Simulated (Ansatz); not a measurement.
## Geometry relaxation of CH3Cl (part 1 of 2)

The run: geometry relaxation of CH3Cl (disordered cell, 30 atoms in the cell). Method and program: DFT PBE-D3(BJ), scalar-relativistic, plane waves, PAW, no spin polarisation (Ansatz 0.2.0).

It belongs to a series of runs on one base structure; here: start relaxed. Figures and captions count atoms from 1; the log counts them from 0 in places.

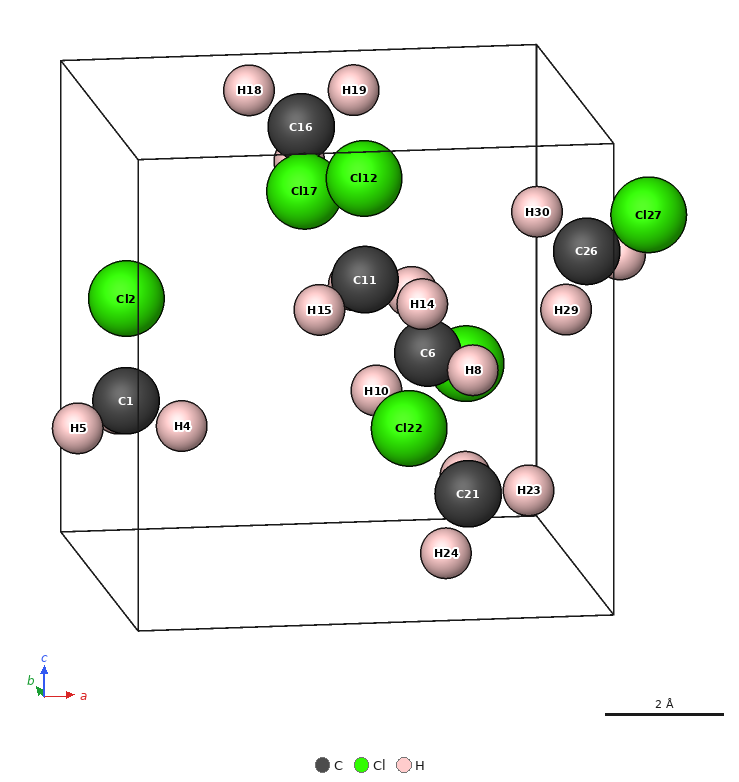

The structure as given in the input (spheres-only view of the cell of the calculation, seen at an oblique angle; atoms are numbered from 1 in the order of the input).

### Input file
```yaml
crystal:
  lattice:
    - [8.203132, 0.0, 0.0]
    - [0.0, 8.203132, 0.0]
    - [0.0, 0.0, 8.203132]
  atoms:
    - { symbol: C, position: [0.0624726, 0.540261, 0.3728672] }
    - { symbol: Cl, position: [0.0633001, 0.5409096, 0.5895307] }
    - { symbol: H, position: [0.0670107, 0.6655221, 0.3294554] }
    - { symbol: H, position: [0.1685477, 0.4733637, 0.3296428] }
    - { symbol: H, position: [-0.0486333, 0.4815109, 0.3304479] }
    - { symbol: C, position: [0.730648, 0.7483903, 0.4076134] }
    - { symbol: Cl, position: [0.8396906, 0.9245754, 0.3442676] }
    - { symbol: H, position: [0.8077054, 0.6417408, 0.3907736] }
    - { symbol: H, position: [0.6985058, 0.7614137, 0.5356477] }
    - { symbol: H, position: [0.6207815, 0.7370716, 0.3341508] }
    - { symbol: C, position: [0.4920912, 0.0930856, 0.7091345] }
    - { symbol: Cl, position: [0.4888349, 0.084866, 0.92562] }
    - { symbol: H, position: [0.4891595, 0.220057, 0.6708563] }
    - { symbol: H, position: [0.603138, 0.035083, 0.6655476] }
    - { symbol: H, position: [0.3859157, 0.029013, 0.6620497] }
    - { symbol: C, position: [0.4552373, 0.690792, 0.9089236] }
    - { symbol: Cl, position: [0.4307566, 0.4977691, 0.8135977] }
    - { symbol: H, position: [0.3492114, 0.715024, 0.9848634] }
    - { symbol: H, position: [0.5648975, 0.6883341, 0.9835166] }
    - { symbol: H, position: [0.466185, 0.7839921, 0.8151717] }
    - { symbol: C, position: [0.7431745, 0.3029992, 0.2020871] }
    - { symbol: Cl, position: [0.608623, 0.2381006, 0.3590209] }
    - { symbol: H, position: [0.8602098, 0.2426457, 0.2180789] }
    - { symbol: H, position: [0.69102, 0.2704908, 0.0845344] }
    - { symbol: H, position: [0.7584395, 0.4345179, 0.2101702] }
    - { symbol: C, position: [0.9607494, 0.1084986, 0.7498817] }
    - { symbol: Cl, position: [1.0657096, -0.0480837, 0.856697] }
    - { symbol: H, position: [1.0465301, 0.2051836, 0.7200623] }
    - { symbol: H, position: [0.9092155, 0.0576563, 0.6387294] }
    - { symbol: H, position: [0.8639829, 0.1559241, 0.8272288] }
basis:
  ecutwfc: 420.0
kpoints:
  mp_grid: { grid: [1, 1, 1] }
hamiltonian:
  xc: pbe
  dispersion: d3bj
scf:
  occupations: { method: fermi_dirac, width: 0.05 }
  lower_state_search: "off"
relax:
  f_tol: 0.3
  max_steps: 15
  adjacent_minimum: "off"
output:
  write_density: true
  write_potential: true
  elf: true
  volumetric_format: npy
```

Run on 1 thread of Intel Xeon @ 2.50GHz (Skylake/Cascade Lake), 16 GiB of memory available, shared host.

Launch command:
```bash
ansatz run input.yaml --threads 1 --pin off --max-ram 3072MiB --backend cpu --events-out ev --progress --plain --runs-dir out
```

### Output
```
Engine: ansatz 0.2.0, x86_64-unknown-linux-gnu
Pseudopotentials: kind: paw
Pseudopotential: C, paw, valence charge 4, recommended cutoff 420 eV (normal), C.paw.azcp
Pseudopotential: Cl, paw, valence charge 7, recommended cutoff 420 eV (normal), Cl.paw.azcp
Pseudopotential: H, paw, valence charge 1, recommended cutoff 420 eV (normal), H.paw.azcp
Functional definition: PBE
  parameter kappa = 0.804
  parameter beta = 0.06672455060314922
  exchange = pbe_x(kappa = kappa, mu = beta*pi^2/3)
  correlation = pbe_c(beta = beta)
Crystal: 30 atoms, lattice volume = 552.000 Å³
Basis set: ecut = 420 eV, 10827 PW (Γ), exchange–correlation on 120×120×120 points (8 copies of the dense FFT grid, shifted against one another)
Bands: 72, of which v1, the nominal top of the filled ones, is band 42 counted from 1 (41 counted from 0)
Symmetry: 1 space group operations
Space group: P1 (ITA 1), of the structure as read, at distance tolerance 8.2e-5 Å
k-points: 1
Non-local potential: C, projectors of the file, l = 0: 2, l = 1: 2, l = 2: 1
Non-local potential: Cl, projectors of the file, l = 0: 2, l = 1: 2, l = 2: 2
Non-local potential: H, projectors of the file, l = 0: 2, l = 1: 1
PAW form: soft (Blöchl's): semilocal exchange-correlation on the pseudo side does not see the compensation charge
PAW one-centre angular grid: C, 110 points (default); XC on 64 Gauss nodes
PAW one-centre angular grid: Cl, 110 points (default); XC on 64 Gauss nodes
PAW one-centre angular grid: H, 110 points (default); XC on 64 Gauss nodes
Initial density: superposition of atomic densities (neutral atoms: chi_scale 0, normalization atom), corrected by the library's trained network
Initial wavefunctions: pseudopotential atomic-orbital guess
Functional: x = pbe(κ = 0.804, μ = 0.2195149727645171), c = pbe(β = 0.06672455060314922)
SCF iter   1: F=—  HF=-8276.587971 eV  |F-HF|=—  |Δ(HF+E_count)|=         —  Δρ=1.97e-3  dr2=4.20e-2  ethr=1.77e-3  ⟨swp⟩=6.0  Hψ=339  notcnv=0  defer=9
preconditioner: auto → Resta (q_TF=auto, 1.993 Å⁻¹)  ε∞=2.1  [insulator: Δε(μ)=5.356 eV  Ē_g=13.652 eV  σ=0.050 eV  W_gap=1.00  n_scr=80 (ndim 8)  ℏωp=14.5 eV  f_vac=0.337  D(μ)=0.00/eV (n_scr^D=0)  ε∞_Penn≈2.1]
SCF iter   2: F=—  HF=-8276.585070 eV  |F-HF|=—  |Δ(HF+E_count)|=   2.90e-3  Δρ=1.03e-3  dr2=9.97e-3  ethr=5.00e-5  ⟨swp⟩=2.0  Hψ=132  notcnv=0  defer=23
SCF iter   3: F=—  HF=-8276.586255 eV  |F-HF|=—  |Δ(HF+E_count)|=   1.18e-3  Δρ=4.37e-4  dr2=2.18e-3  ethr=1.19e-5  ⟨swp⟩=2.0  Hψ=86  notcnv=0  defer=23
SCF iter   4: F=—  HF=-8276.585944 eV  |F-HF|=—  |Δ(HF+E_count)|=   3.10e-4  Δρ=1.21e-4  dr2=1.68e-4  ethr=2.60e-6  ⟨swp⟩=2.0  Hψ=85  notcnv=0  defer=23
iter 5 did not close the SCF: its close was put off for the readings that it lacked (scf_convergence_deferred on its scf_iter line)
SCF iter   5: F=-8276.585874 eV  HF=-8276.585882 eV  |F-HF|=7.22e-6  |Δ(HF+E_count)|=   6.29e-5  Δρ=3.87e-5  dr2=1.25e-5  ethr=2.00e-7  ⟨swp⟩=2.0  Hψ=74  notcnv=0  defer=23
SCF iter   6: F=-8276.585877 eV  HF=-8276.585878 eV  |F-HF|=9.31e-7  |Δ(HF+E_count)|=   3.86e-6  Δρ=1.40e-5  dr2=1.48e-6  ethr=1.49e-8  ⟨swp⟩=9.0  Hψ=453  notcnv=0
SCF 1 converged in 6 iterations: F = -8276.585877 eV  dr2 = 1.48e-6
  greatest PAW one-centre occupation: 0.907 electrons in one spin orbital (limit 2), on the Cl atom at site 11 (counted from 0), in its partial waves of l = 0
relax step   1: F+E_penalty+E_count = -8276.58587676 eV  Δ(F+E_penalty+E_count) = +0.000e0 eV  max|allowed force component| = 3.573e-1 eV/Å  Δτ_max = 0.0000 Å  (6 SCF iters, dr2 threshold 1.00e-4 eV, accepted)
Initial density: handed on by an earlier stage of this run
Initial wavefunctions: those handed on with the density
iter 1 solved again at ethr=4.17e-4 eV; its pass at ethr=3.10e-3 eV (dr2=3.51e-1 eV) is discarded
SCF iter   1: F=—  HF=-8276.870476 eV  |F-HF|=—  |Δ(HF+E_count)|=         —  Δρ=1.18e-2  dr2=3.64e-1  ethr=4.17e-4  ⟨swp⟩=1.0  Hψ=264  notcnv=0  defer=23
preconditioner: auto → Resta (q_TF=auto, 1.993 Å⁻¹)  ε∞=2.1  [insulator: Δε(μ)=5.382 eV  Ē_g=13.580 eV  σ=0.050 eV  W_gap=1.00  n_scr=80 (ndim 8)  ℏωp=14.5 eV  f_vac=0.331  D(μ)=0.00/eV (n_scr^D=0)  ε∞_Penn≈2.1]
SCF iter   2: F=—  HF=-8276.800635 eV  |F-HF|=—  |Δ(HF+E_count)|=   6.98e-2  Δρ=5.54e-3  dr2=6.91e-2  ethr=4.17e-4  ⟨swp⟩=2.0  Hψ=85  notcnv=0  defer=23
SCF iter   3: F=—  HF=-8276.792704 eV  |F-HF|=—  |Δ(HF+E_count)|=   7.93e-3  Δρ=8.64e-4  dr2=3.16e-3  ethr=8.22e-5  ⟨swp⟩=2.0  Hψ=91  notcnv=0  defer=23
SCF iter   4: F=—  HF=-8276.792363 eV  |F-HF|=—  |Δ(HF+E_count)|=   3.42e-4  Δρ=2.28e-4  dr2=2.45e-4  ethr=3.77e-6  ⟨swp⟩=2.0  Hψ=87  notcnv=0  defer=23
SCF iter   5: F=—  HF=-8276.792387 eV  |F-HF|=—  |Δ(HF+E_count)|=   2.40e-5  Δρ=5.76e-5  dr2=1.95e-5  ethr=2.92e-7  ⟨swp⟩=2.0  Hψ=82  notcnv=0  defer=23
SCF iter   6: F=—  HF=-8276.792830 eV  |F-HF|=—  |Δ(HF+E_count)|=   4.43e-4  Δρ=1.13e-5  dr2=1.03e-6  ethr=2.32e-8  ⟨swp⟩=2.0  Hψ=102  notcnv=0  defer=23
SCF iter   7: F=—  HF=-8276.792830 eV  |F-HF|=—  |Δ(HF+E_count)|=   6.12e-7  Δρ=4.37e-6  dr2=1.43e-7  ethr=1.19e-10  ⟨swp⟩=10.0  Hψ=401  notcnv=0
SCF iter   8: F=-8276.792830 eV  HF=-8276.792830 eV  |F-HF|=1.67e-8  |Δ(HF+E_count)|=   1.86e-8  Δρ=1.70e-6  dr2=2.23e-8  ethr=1.19e-10  ⟨swp⟩=9.0  Hψ=380  notcnv=0
SCF 2 converged in 8 iterations: F = -8276.792830 eV  dr2 = 2.23e-8
relax step   2: F+E_penalty+E_count = -8276.79283014 eV  Δ(F+E_penalty+E_count) = -2.070e-1 eV  max|allowed force component| = 1.394e-1 eV/Å  Δτ_max = 0.1949 Å  (8 SCF iters, accepted)
```

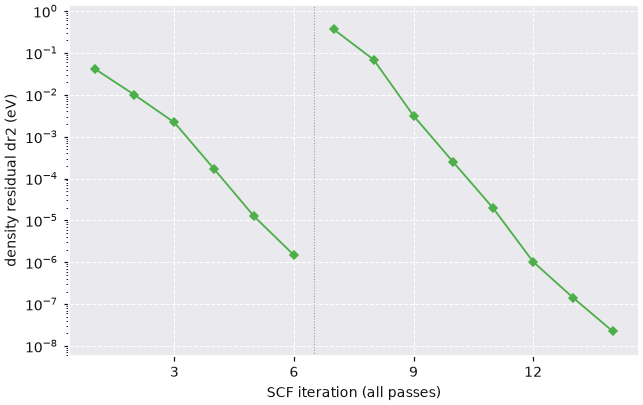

Convergence of the self-consistent field: density residual dr2 against the SCF iteration. The dotted lines part the SCF passes of the relaxation: geometry steps, rejected trials and re-solves on a re-selected basis. The passes take 6 and 8 iterations.

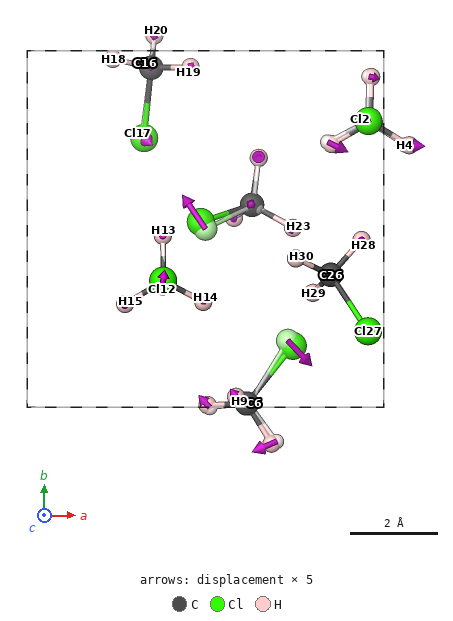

Start (faint) and end (solid) with the displacements as pink arrows, magnified 5 times (ball-and-stick view of the cell of the calculation (origin shifted), along the c axis). The atom that moves furthest is Cl22 (0.19 Å). By element the largest moves are Cl 0.19 Å, H 0.13 Å, C 0.08 Å. The lattice vectors keep their values. Distances before and after: C21–Cl22 1.777 → 1.786 Å, C21–H23 1.088 → 1.096 Å, C11–Cl12 1.777 → 1.783 Å. After 1 geometry step the energy has fallen by 6.9 meV per atom. Largest force component: 0.36 eV/Å at the start, 0.14 eV/Å at the end. (Atoms are counted from 1 in the order of the input.)

```
NSCF: frozen V_eff on 1 k-points
the band table was solved once a step of the walk had ended and its energy, with any forces and stress, was formed, with the checks that follow a solve (481 applications of the Hamiltonian). They found nothing against the state; the energy, forces and stress were not computed again (output.eigenvalues in the input reference)
WARN: The input density's exchange-correlation potential varies sharply where the density is thin. Do not read a vacuum level from v_tot or v_xc, or from such a field of the output density. On a cell that repeats whose density bears no net charge and no dipole along the vacuum's axis use v_es (v_loc + v_h of the components); under efield.dipole_correction with no amplitude use v_es + v_field, which holds any external_charges[].barrier, or the levels of the report's work_function block, which leave it out; under a non-zero efield.amplitude the vacuum is tilted and has no level; on a cell that repeats and bears such a dipole with no correction it is tilted too, and efield.dipole_correction with no amplitude gives each side of its ramp a level where efield: is served; in a cell that repeats whose density bears a net charge (total_charge, or a fill off its count) it is curved and has none; of a slab under crystal.periodic whose density bears no net charge use v_es, which has a level on each side, short of where the two are joined; of another it falls or rises all the way out and has none; of a slab beside external_charges read slab_vacuum_level instead, which it has where they leave it neutral. The grid or the basis barely resolves most such structure, and the values can differ between equally converged runs; as a rule a tighter scf.convergence.dr2_threshold does not remove it. Where the density itself ripples (under the LDA too) a higher basis.ecutwfc lessens it. The files hold the spikes' plane waves up to the density's cutoff. Files: v_tot and the like, and their columns of v_z.tsv (output.write_potential); v_xc and the like, and their columns of v_comp_z.tsv (output.write_potential_components); where files of the output density stand in their place, no point of their own thin density is over the threshold below, and this is of outcome.potential() and, of a run that writes arrays (npy), the arrays of these names. Measured: with its Gaussian average of σ = 0.25 Å subtracted twice, the exchange-correlation potential is over 0.1 eV at 6300 of the grid points where the equally averaged density (valence and model cores) is under 1e-3 e/Å³, and 1.83 eV at the most among them, at an averaged density of 3.3e-4 e/Å³. See output.write_potential in the manual, Limitations
SCF converged after 8 iterations
Free energy (F): -8276.792830 eV
Harris-Foulkes:  -8276.792830 eV  (|F-HF|=1.67e-8)
Internal energy: -8276.792830 eV  (E = F + TS)
E sigma→0 (E₀):  -8276.792830 eV
Fermi energy:    -0.117445 eV
--- Per-component energies (eV) ---
  E_band       = -687.683598
  E_kinetic    = 1755.809598
  E_local      = -4967.992597  (includes V_loc(G=0)·N_el)
  E_nonlocal   = 364.894840
  E_hartree    = 1743.111900
  E_xc         = -1089.217199
  E_vxc        = -1292.239728  (∫ρ·V_xc dr)
  E_paw        = -4561.687101  (= ΣΔE_a)
  E_vpaw       = -34.355931  (= ΣTr[D̂ρ^β])
  E_aug_tail   = -0.024356  (compensation charges beyond the density's cutoff)
  E_ewald      = -1520.370352
  E_disp       = -1.317562  (pairwise vdW)
  E_smearing   = -0.000000  (= −TS)
  E_closure    = 0.000000  (closes the sum)
  Σ components = -8276.792830   (vs F -8276.792830, Δ=0.00e0)
```
